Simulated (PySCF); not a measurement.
# CHF3Mo (Mo(CH)F3) at 3 levels

Aim: a comparison of 3 runs (HF/STO-3G, HF/3-21G, TPSSh/def2-SVPD) of CHF3Mo (Mo(CH)F3). The job is set up through a Python script.

The results are computed with PySCF 2.14.0.

## Step 1: The system as given

CHF3Mo: 6 atoms, total charge 0, spin state singlet. As SMILES, `[CH]#[Mo]([F])([F])[F]`. Geometry: a GFN2-xTB relaxation, a rough one for these elements and not checked as a minimum.

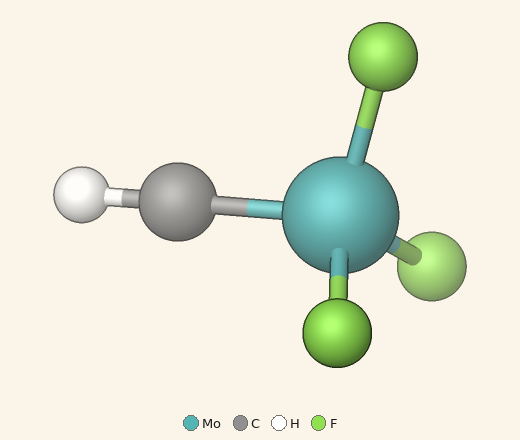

Viewed from a chosen angle; molybdenum teal, carbon grey, hydrogen white, fluorine green.

## Step 2: Energy and gradient at HF/STO-3G (run 1)

File input.py:

```python
# Mo(CH)F3
import pyscf.grad
from pyscf import gto, scf

mol = gto.M(
    atom=[
    ('Mo', (-0.008400, -0.004980, -0.540580)),
    ('C', (0.016210, 0.014810, 1.274110)),
    ('H', (0.041780, 0.028520, 2.342780)),
    ('F', (1.736740, -0.010030, -1.056940)),
    ('F', (-0.900270, 1.506730, -1.027630)),
    ('F', (-0.886060, -1.535050, -0.991740)),
],
    verbose=3,
    max_memory=1860,
    basis='sto-3g',
)

mf = scf.RHF(mol)
mf.conv_tol = 1e-10
mf.kernel()
if not mf.converged:
    mf = mf.newton().run(mf.mo_coeff, mf.mo_occ)

e_final = mf.e_tot
print('E(%s) = %.9f' % ('HF', e_final))
grad = mf.Gradients().kernel()
mf.analyze()
```

Launch:

```
$ OMP_NUM_THREADS=1 python input.py
```

The log of the run:

```text
converged SCF energy = -4268.08492219954
[... 18 lines left out ...]
MO #8   energy= -25.8751991551965  occ= 2
[... 7 lines left out ...]
MO #16  energy= -8.91184773195175  occ= 2
[... 7 lines left out ...]
MO #24  energy= -1.40124224667832  occ= 2
[... 7 lines left out ...]
MO #32  energy= -0.461622577200794 occ= 2
[... 7 lines left out ...]
MO #40  energy= 0.214897594737554  occ= 0
[... 7 lines left out ...]
MO #48  energy= 0.919594125842024  occ= 0
[... 7 lines left out ...]
Dipole moment(X, Y, Z, Debye):  0.01286,  0.00959, -0.13550
```

Wall time 10 s (1 thread of Intel Xeon at 2.50GHz (Skylake/Cascade Lake), shared host); peak memory 0.12 GiB.

## Step 3: Energy and forces at HF/3-21G (run 2)

File input.py:

```python
import pyscf.grad
from pyscf import gto

system = gto.M(
    atom='''
Mo    -0.015874    -0.009411    -1.021548
C      0.030632     0.027987     2.407719
H      0.078953     0.053895     4.427213
F      3.281963    -0.018954    -1.997327
F     -1.701264     2.847307    -1.941939
F     -1.674411    -2.900824    -1.874117
''',
    unit='bohr',
    verbose=4,
    basis='3-21g',
    max_memory=1860,
)

calc0 = system.RHF()
calc0.conv_tol = 1e-10
calc0.kernel()
if not calc0.converged:
    calc0 = calc0.newton().run(calc0.mo_coeff, calc0.mo_occ)

e_tot = calc0.e_tot
print(f'total energy: {e_tot:.8f} hartree')
grad = calc0.Gradients().kernel()
dip = calc0.dip_moment()
pop, q = calc0.mulliken_pop()
```

Launch:

```
$ OMP_NUM_THREADS=1 python input.py
```

The log of the run:

```text
PySCF version 2.14.0

[... 76 lines left out ...]
converged SCF energy = -4291.49604042626
total energy: -4291.49604043 hartree
[... 12 lines left out ...]
Dipole moment(X, Y, Z, Debye):  0.06468,  0.04860,  2.83411
[... 81 lines left out ...]
charge of    5F =     -0.47925
```

It took 11 s on 1 thread of Intel Xeon at 2.50GHz (Skylake/Cascade Lake), shared host; peak memory 0.15 GiB.

## Step 4: Energy and gradient at TPSSh/def2-SVPD (core potential) (run 3)

File run.py:

```python
from pyscf import gto, dft

mol = gto.M(
    atom='''
Mo  -0.008400  -0.004980  -0.540580
C    0.016210   0.014810   1.274110
H    0.041780   0.028520   2.342780
F    1.736740  -0.010030  -1.056940
F   -0.900270   1.506730  -1.027630
F   -0.886060  -1.535050  -0.991740
''',
    verbose=4,
    max_memory=1860,
    ecp={'Mo': 'def2-svp'},
    spin=0,
    basis='def2-svpd',
)

mf = dft.RKS(mol)
mf.xc = 'tpssh'
mf.conv_tol = 1e-10
mf.grids.level = 5
mf.kernel()
if not mf.converged:
    mf = mf.newton().run(mf.mo_coeff, mf.mo_occ)

e_final = mf.e_tot
print('E = %.10f Eh' % e_final)
grad = mf.nuc_grad_method().kernel()
mf.analyze()
```

Launch:

```
$ OMP_NUM_THREADS=1 python run.py
```

The log of the run:

```text
PySCF version 2.14.0

[... 111 lines left out ...]
MO #11  energy= -1.12868348409347  occ= 2
[... 23 lines left out ...]
MO #35  energy= 0.127830631393386  occ= 0
[... 23 lines left out ...]
MO #59  energy= 0.459521437199729  occ= 0
[... 23 lines left out ...]
MO #83  energy= 0.960123908081023  occ= 0
[... 23 lines left out ...]
MO #107 energy= 1.87602966713028   occ= 0
[... 23 lines left out ...]
MO #131 energy= 39.6942272771296   occ= 0
[... 140 lines left out ...]
Dipole moment(X, Y, Z, Debye):  0.02728,  0.01674,  0.63048
```

Wall time 2.6 min (1 thread of Intel Xeon at 2.50GHz (Skylake/Cascade Lake), shared host); peak memory 1.4 GiB.

## Step 5: The series

| run | level | core potential | integration grid | energy (Eh) | dipole moment (D) | HOMO energy (eV) | LUMO energy (eV) | wall time |
| --- | --- | --- | --- | --- | --- | --- | --- | --- |
| 1 | HF/STO-3G | – | – | -4268.084922 | 0.14 | -6.57 | 5.84 | 10 s |
| 2 | HF/3-21G | – | – | -4291.496040 | 2.84 | -10.93 | 0.60 | 11 s |
| 3 | TPSSh/def2-SVPD (core potential) | def2-svp | 5 | -406.256006 | 0.63 | -7.07 | -3.06 | 2.6 min |

## Step 6: Outcome

```
                       quantity          value
            run 3: total energy  -406.25601 Eh
           run 3: dipole moment         0.63 D
             run 3: HOMO energy       -7.07 eV
             run 3: LUMO energy       -3.06 eV
           run 3: HOMO–LUMO gap        4.02 eV
run 3: largest force on an atom     4.495 eV/Å
```

In words: The dipole moment (its size) runs from 0.14 D (HF/STO-3G) to 2.84 D (HF/3-21G). The two dipoles point in opposite directions. The HOMO–LUMO gap runs from 4.02 eV (TPSSh/def2-SVPD) to 12.41 eV (HF/STO-3G). The two ends differ in method and basis and core potential. Some runs of one species differ in core potentials or relativity; totals across that change don't compare. In run 1 the basis is minimal, so the values are rough. In runs 1, 2 relativity is left out where basis or elements ask for it. All runs together took 2.9 min, the longest 2.6 min.
